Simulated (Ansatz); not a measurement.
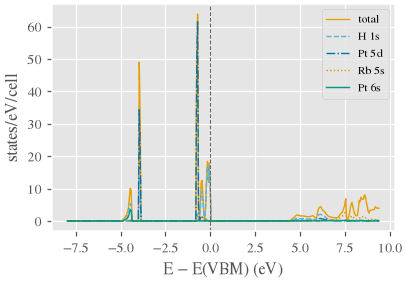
Total and projected density of states of Rb₂H₆Pt in space group Fm-3m (No. 225; Rb on 8c, H on 24e, Pt on 4a), r²SCAN in the plane-wave PAW code Ansatz

Task: Which orbitals carry the states next to the gap?

Result: Top 1 eV of the valence band: Pt 5d 50 %, H 1s 45 %. Bottom 1 eV of the conduction band: H 1s 45 %, Pt 5d 16 %, outside the projected shells 35 %. Projections are on Löwdin-orthogonalised atomic valence shells; empty p or d shells of many metals are not among them.

Task: Where is the tallest occupied peak in this window, and what makes it?

Result: Near -0.7 eV, about 64 states/eV per cell; the largest projected share is Pt 5d.

The workflow started from a Materials Project entry (that database holds measured and hypothetical structures alike); the Crystallography Open Database copy checked does not list it. Whether it is the stable phase at ambient conditions was not checked. The cell was relaxed with r²SCAN under the symmetry of its start; its stability against distortions is not shown here. No spin polarisation was allowed. Spin–orbit coupling is left out wherever it is not named.

Potentials: the later of the program's two PAW sets.
